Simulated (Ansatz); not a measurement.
# HfB2: how well frozen cores do

Aim: solve HfB2 at one geometry with LAPW, all electrons, PAW with frozen cores and all-electron PAW on datasets made for the crystal, and see where they agree.

Program: Ansatz 0.2.0. Level of theory: DFT PBEsol, scalar-relativistic. These are calculated values, not measurements.

**1. Starting point**

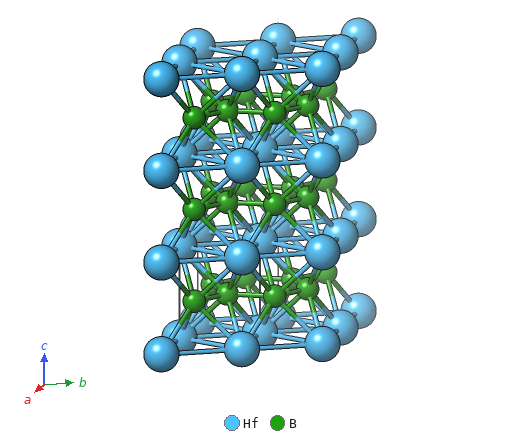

The starting structure, seen slightly off an axis (hafnium blue, boron green). 2×2×3 cells are drawn. Atoms on the faces are drawn again on the opposite ones.

Structure file:

```cif
data_structure
_symmetry_space_group_name_H-M 'P 1'
_symmetry_Int_Tables_number 1
_cell_length_a 3.1400
_cell_length_b 3.1400
_cell_length_c 3.4800
_cell_angle_alpha 90.000
_cell_angle_beta 90.000
_cell_angle_gamma 120.000
_cell_volume 29.71
loop_
_atom_site_label
_atom_site_type_symbol
_atom_site_fract_x
_atom_site_fract_y
_atom_site_fract_z
_atom_site_occupancy
Hf1 Hf 0.00000 0.00000 0.00000 1
B1 B 0.33333 0.66667 0.50000 1
B2 B 0.66667 0.33333 0.50000 1
```

The structure is an experimental refinement, used without relaxation.

Atoms are numbered in the order of the input: Hf1, B2, B3.

**2. LAPW, all electrons**

input.yaml reads:

```yaml
crystal:
  lattice:
    - [3.1400001005, 0.0, 0.0]
    - [-1.5700000503, 2.7193198549, 0.0]
    - [0.0, 0.0, 3.48]
  atoms:
    - { symbol: Hf, position: [0.0, 0.0, 0.0] }
    - { symbol: B, position: [0.3333333333, 0.6666666667, 0.5] }
    - { symbol: B, position: [0.6666666667, 0.3333333333, 0.5] }
kpoints:
  mp_grid: { grid: [15, 15, 12] }
  band_path:
    path:
      - [0.0, 0.0, 0.0]
      - [0.5, 0.0, 0.0]
      - [0.3333333333, 0.3333333333, 0.0]
      - [0.0, 0.0, 0.0]
      - [0.0, 0.0, 0.5]
      - [0.5, 0.0, 0.5]
      - [0.3333333333, 0.3333333333, 0.5]
      - [0.0, 0.0, 0.5]
      - [0.5, 0.0, 0.5]
    npoints: 14
scf:
  occupations: { method: fermi_dirac, width: 0.03 }
hamiltonian:
  xc: pbesol
  pseudopotentials: { kind: all_electron, lapw: { basis_error: 0.001 } }
output:
  forces: true
  stress: true
  eigenvalues: true
  populations: true
  dos: { projected: true, de: 0.2, e_range: [-14, 8] }
```

Launch:

```bash
$ ansatz run input.yaml --threads 1 --pin off --max-ram 4096MiB --backend cpu --events-out ev --progress --plain --runs-dir out
```

Output:

```text
Hf: projections on atomic orbitals take those of the free atom 1s2 2s2 2p6 3s2 3p6 3d10 4s2 4p6 4d10 4f14 5s2 5p6 5d2 6s2, of charge +0.00 (hamiltonian.pseudopotentials.projection_atoms)
B: projections on atomic orbitals take those of the free atom 1s2 2s2 2p1, of charge +0.00 (hamiltonian.pseudopotentials.projection_atoms)
LAPW: plane waves up to 8.681 Å⁻¹, error target 1.0e-3 eV per atom; small_component_spin mean_spin; B in spheres of 0.906 Å, 5 of its electrons in bands, Dirac shells []; Hf in spheres of 1.398 Å, 42 of its electrons in bands, Dirac shells []
Engine: ansatz 0.2.0
Pseudopotentials: kind: all_electron
Pseudopotential: Hf, LAPW, valence charge 42, Koelling and Harmon's equation, gaussian nucleus
Pseudopotential: B, LAPW, valence charge 5, Koelling and Harmon's equation, gaussian nucleus
Functional definition: PBEsol
  exchange = pbesol_x
  correlation = pbesol_c
Crystal: 3 atoms, lattice volume = 29.715 Å³
Basis set: ecut = 287.1267540144685 eV, 339 PW (Γ), exchange–correlation at level 2
Bands: 32, of which v1, the nominal top of the filled ones, is band 26 counted from 1 (25 counted from 0)
Symmetry: 24 space group operations
Space group: P6/mmm (ITA 191), of the structure as read, at distance tolerance 3.1e-5 Å
k-points: 189 of 2700
Non-local potential: Hf, projectors of the file, none
Non-local potential: B, projectors of the file, none
Initial density: superposition of atomic densities (chi_scale 0.1, normalization cell, long waves kept (reshape's long-wave potential 0.00 eV rms))
Initial wavefunctions: plane waves of lowest kinetic energy (no species holds an atomic orbital)
Functional: x = pbesol(κ = 0.804, μ = 0.12345679012345678), c = pbesol(β = 0.046)
iter 1 solved again at ethr=6.05e-3 eV; its pass at ethr=1.00e-1 eV (dr2=3.14e0 eV) is discarded
SCF iter   1: F=—  HF=-411477.368705 eV  |F-HF|=—  |Δ(HF+E_count)|=         —  Δρ=7.48e-2  dr2=3.15e0  ethr=6.05e-3  ⟨swp⟩=2.0  Hψ=37533  notcnv=0
preconditioner: auto → Kerker (q_TF=auto, 2.995 Å⁻¹)  [metal: Δε(μ)=0.061 eV  Ē_g=17.559 eV  σ=0.030 eV  W_gap=0.44  n_scr=20 (ndim 8)  ℏωp=37.3 eV  f_vac=0.000  D(μ)=0.23/eV (n_scr^D=0)]
SCF iter   2: F=—  HF=-411476.363683 eV  |F-HF|=—  |Δ(HF+E_count)|=    1.01e0  Δρ=3.84e-2  dr2=8.47e-1  ethr=6.05e-3  ⟨swp⟩=2.5  Hψ=17183  notcnv=0
preconditioner: auto → Resta (q_TF=auto, 2.995 Å⁻¹)  ε∞=5.0  [insulator: Δε(μ)=0.129 eV  Ē_g=18.747 eV  σ=0.030 eV  W_gap=0.59  n_scr=20 (ndim 8)  ℏωp=37.3 eV  f_vac=0.000  D(μ)=0.25/eV (n_scr^D=0)  ε∞_Penn≈5.0]
SCF iter   3: F=—  HF=-411476.165925 eV  |F-HF|=—  |Δ(HF+E_count)|=   1.98e-1  Δρ=1.80e-2  dr2=1.87e-1  ethr=1.63e-3  ⟨swp⟩=2.7  Hψ=17771  notcnv=0
SCF iter   4: F=—  HF=-411476.071526 eV  |F-HF|=—  |Δ(HF+E_count)|=         —  Δρ=7.85e-3  dr2=3.11e-2  ethr=3.59e-4  ⟨swp⟩=2.3  Hψ=18397  notcnv=0  defer=1
the basis was enlarged: its passes take 236.1 KiB over the memory plan, 1 of 1 planned eigensolver slots
iter 5 solved again at ethr=5.88e-6 eV; its pass at ethr=5.98e-5 eV (dr2=3.06e-3 eV) is discarded
SCF iter   5: F=—  HF=-411476.064294 eV  |F-HF|=—  |Δ(HF+E_count)|=   7.23e-3  Δρ=2.54e-3  dr2=3.05e-3  ethr=5.88e-6  ⟨swp⟩=2.0  Hψ=30400  notcnv=0
SCF iter   6: F=—  HF=-411476.063798 eV  |F-HF|=—  |Δ(HF+E_count)|=   4.96e-4  Δρ=7.24e-4  dr2=2.43e-4  ethr=5.87e-6  ⟨swp⟩=2.0  Hψ=17209  notcnv=0
SCF iter   7: F=—  HF=-411476.063784 eV  |F-HF|=—  |Δ(HF+E_count)|=   1.45e-5  Δρ=9.96e-5  dr2=3.20e-6  ethr=4.68e-7  ⟨swp⟩=2.0  Hψ=17211  notcnv=0
SCF iter   8: F=—  HF=-411476.063783 eV  |F-HF|=—  |Δ(HF+E_count)|=   9.50e-7  Δρ=1.96e-5  dr2=1.10e-7  ethr=6.16e-9  ⟨swp⟩=3.0  Hψ=17816  notcnv=0
SCF iter   9: F=-411476.063783 eV  HF=-411476.063783 eV  |F-HF|=1.75e-9  |Δ(HF+E_count)|=   1.06e-8  Δρ=4.66e-6  dr2=6.58e-9  ethr=2.11e-10  ⟨swp⟩=2.0  Hψ=17206  notcnv=0
SCF 1 converged in 9 iterations: F = -411476.063783 eV  dr2 = 6.58e-9
NSCF: frozen V_eff on 113 k-points
SCF converged after 9 iterations
Free energy (F): -411476.063783 eV
Harris-Foulkes:  -411476.063783 eV  (|F-HF|=1.75e-9)
Internal energy: -411476.063066 eV  (E = F + TS)
E sigma→0 (E₀):  -411476.063424 eV
Entropy (-TS):   -0.000717 eV (-0.239 meV/atom)
Fermi energy:    20.802932 eV
--- Per-component energies (eV) ---
  E_band       = -4382.980941
  E_kinetic    = 457641.164446
  E_xc         = -8508.924713
  E_electrostatic = -860608.302798  (all electrons and nuclei)
  E_smearing   = -0.000717  (= −TS)
  E_closure    = 0.000000  (closes the sum)
  E_atoms      = -411450.748255  (free atoms, spherical and without spin; not in F)
  Σ components = -411476.063783   (vs F -411476.063783, Δ=0.00e0)
  Basis errors (estimates in eV, not in F): energy 4.3e-4 per atom: plane waves 3.9e-4 (2.0e-4 summed), levels above the bands 3.8e-77, relativity 2.0e-8, radial functions 4.3e-5, core shells 5.8e-8; eigenvalues (radial functions only) 3.6e-6; not estimated: angular momenta, meshes, grids; target (lapw.basis_error) 1.0e-3; muffin-tin radii B 0.906 Å, Hf 1.398 Å
--- Forces (eV/Å), atoms counted from 1 ---
  atom   1  Hf     0.00000000    -0.00000000     0.00000000
  atom   2  B     -0.00000000     0.00000000     0.00000000
  atom   3  B      0.00000000    -0.00000000     0.00000000
  max |Σ_I F_I| component: 5.00e-30 eV/Å
--- Stress (GPa, compression-positive) ---
       -3.861882      -0.000000      -0.000000
       -0.000000      -3.861882      -0.000000
       -0.000000      -0.000000      -5.189556
  P = ⅓ Tr σ = -4.3044 GPa (-43.044 kbar)
--- Band table (eV; the first three rows and the last of 189) ---
  k-point 0: bands = ["-352.1382", "-352.1097", "-352.1097", "-180.2111", "-180.2063", "-180.2063", "-180.1822", "-180.1822", "-151.6387", "-151.6276", "-40.9581", "-9.8340", "-9.3438", "-9.3438", "7.0593", "9.0582", "9.0769", "9.0904", "9.0904", "9.0934", "9.0934", "9.1873", "17.7283", "17.8727", "17.8727", "18.0698", "24.7449", "24.7449", "25.4069", "25.4069", "25.7948", "25.7948"]
  k-point 1: bands = ["-352.1382", "-352.1097", "-352.1097", "-180.2111", "-180.2063", "-180.2063", "-180.1822", "-180.1822", "-151.6387", "-151.6276", "-40.9576", "-9.8532", "-9.3424", "-9.3424", "7.1701", "9.0571", "9.0768", "9.0918", "9.0918", "9.0919", "9.0919", "9.1873", "16.8268", "17.9447", "17.9447", "18.9306", "23.9346", "23.9346", "25.1681", "25.1681", "25.8849", "26.7758"]
  k-point 2: bands = ["-352.1382", "-352.1097", "-352.1097", "-180.2111", "-180.2063", "-180.2063", "-180.1822", "-180.1822", "-151.6387", "-151.6276", "-40.9563", "-9.9052", "-9.3386", "-9.3386", "7.4909", "9.0545", "9.0768", "9.0879", "9.0879", "9.0958", "9.0958", "9.1873", "15.7420", "18.1576", "18.1576", "19.9186", "22.9423", "22.9423", "24.5399", "24.5399", "25.8949", "28.2705"]
  k-point 188: bands = ["-352.1382", "-352.1097", "-352.1097", "-180.2111", "-180.2063", "-180.2063", "-180.1822", "-180.1822", "-151.6331", "-151.6331", "-40.8959", "-9.9137", "-9.8407", "-9.8407", "9.0700", "9.0700", "9.0850", "9.0869", "9.0869", "9.1057", "9.1614", "11.7090", "11.7090", "15.2892", "17.6174", "17.6174", "25.1624", "26.1570", "27.6909", "27.6909", "28.1072", "28.1072"]
--- Löwdin populations: 3 sites ---
  site symbol       q [e]
     0     Hf     71.3437
     1      B      5.3154
     2      B      5.3154
  spilling = 0.000311 (of n_electrons = 82.000000)
```

Run time: 78 s. Hardware: 1 thread of Arm Neoverse V1, shared host; peak memory 0.66 GiB.

This run gives: pressure -4.30 GPa; no gap.

At the corners of the path (eV, zero at the Fermi level):

```
point  band 23  band 24  band 25  band 26  band 27  band 28  band 29
    Γ    -3.07    -2.93    -2.93    -2.73     3.94     3.94     4.60
    M    -8.95    -4.17    -3.39    -2.93     2.16     2.65     5.52
    K    -8.23    -7.78    -2.62    -2.62     1.70     1.70     3.39
    Γ    -3.07    -2.93    -2.93    -2.73     3.94     3.94     4.60
    A    -8.40    -1.15    -1.15     0.25     0.25     0.92     0.92
    L    -7.45    -5.00    -4.75    -2.68     4.03     4.07     6.19
    H    -9.09    -5.51    -3.19    -3.19     4.36     5.35     6.89
    A    -8.40    -1.15    -1.15     0.25     0.25     0.92     0.92
    L    -7.45    -5.00    -4.75    -2.68     4.03     4.07     6.19
```

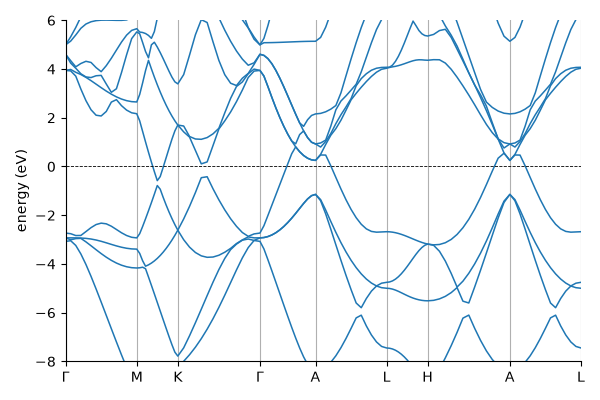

Bands along the path, counted from its Fermi level.

States per cell, counted by energy window (eV from the Fermi level, on a grid of 0.20 eV):

```
from  to  total  Hf 5d  B 2p  B 2s
 -10  -9   0.47   0.11  0.16  0.17
  -9  -8   0.44   0.08  0.19  0.14
  -8  -7   0.66   0.12  0.34  0.15
  -7  -6   0.71   0.14  0.41  0.10
  -6  -5   0.92   0.18  0.62  0.06
  -5  -4   1.21   0.30  0.80  0.05
  -4  -3   1.82   0.56  1.17  0.03
  -3  -2   1.31   0.62  0.64  0.01
  -2  -1   0.71   0.48  0.21  0.00
  -1   0   0.23   0.17  0.05  0.00
   0   1   0.39   0.26  0.11  0.00
   1   2   0.97   0.58  0.31  0.04
   2   3   1.04   0.69  0.26  0.05
   3   4   1.30   0.88  0.27  0.07
   4   5   1.65   1.05  0.33  0.13
```

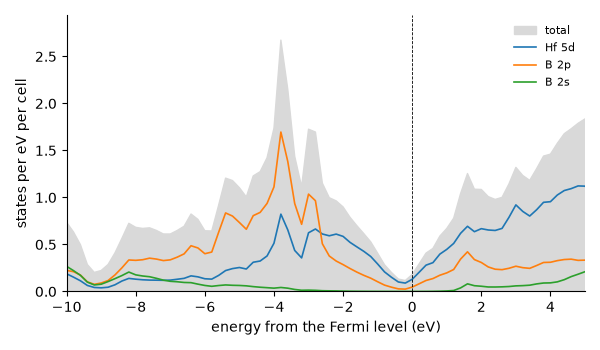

Density of states, total and projected.

(Part 1 of 2 ends here.)
